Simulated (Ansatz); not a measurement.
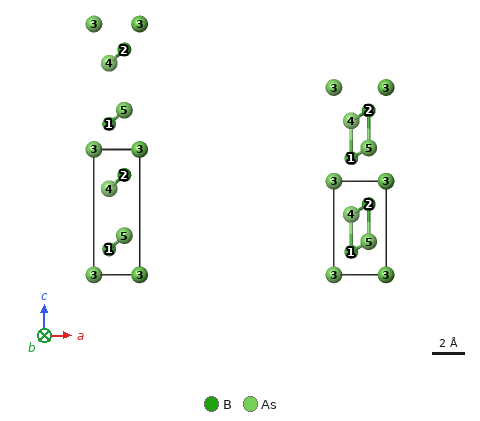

Two geometries of solid B2As3 (built on the A-type sesquioxide_164 type) (coarse preliminary run), drawn at one scale. One is the start of a relaxation, the other its converged end. Style: ball-and-stick. Shown: the cell of the calculation, repeated 1 × 1 × 2 with one cell outlined, along the b axis.

Method: DFT PBE, scalar-relativistic, plane waves, PAW in Ansatz. Settings: plane-wave cutoff 420 eV; k-point mesh 6 × 6 × 4; occupations gaussian; smearing width 0.1 eV; no spin polarisation; cell and atoms relaxed; force threshold 0.04 eV/Å; at most 70 steps.

> Which of the two is the end point?

The left one is the relaxed one. Case: A-type sesquioxide type (P-3m1, No. 164). The largest moves relative to the cell, 0.33 Å, are those of B1, B2, As4 and As5. As4 goes along +c. Largest moves by element: As 0.33 Å, B 0.33 Å. The drawn cell changes as follows: a = b 3.796 → 3.326 Å (−12.4 %), c 5.905 → 7.906 Å (+33.9 %); the volume changes by +2.8 %. Some distances before and after: B1–As4 2.362 → 3.826 Å, As4–As5 2.781 → 3.527 Å, As3–As3 3.796 → 3.326 Å, B1–As5 2.286 → 2.107 Å. Bonds break: B1–As4 (2.36 → 3.83 Å), B2–As5 (2.36 → 3.83 Å). Bond angles that change, for instance: B1–As5–B1 112.3° → 104.2°, As5–B1–As5 112.3° → 104.2°. The space group stays P-3m1 (No. 164). After 14 accepted moves (16 points after the start) the energy has fallen by 480 meV per atom. The largest force component goes from 0.72 to 0.011 eV/Å. Pressure: 0.53 GPa at the start and 0.07 GPa at the end. At 2 points the geometry stayed and the basis and grid were re-selected for the new cell (energy shift of 23.2 meV per atom at most each time). Cost: 31 s on 1 thread of Intel(R) Xeon(R) 6975P-C (Granite Rapids) (shared host), peak memory 0.41 GiB.
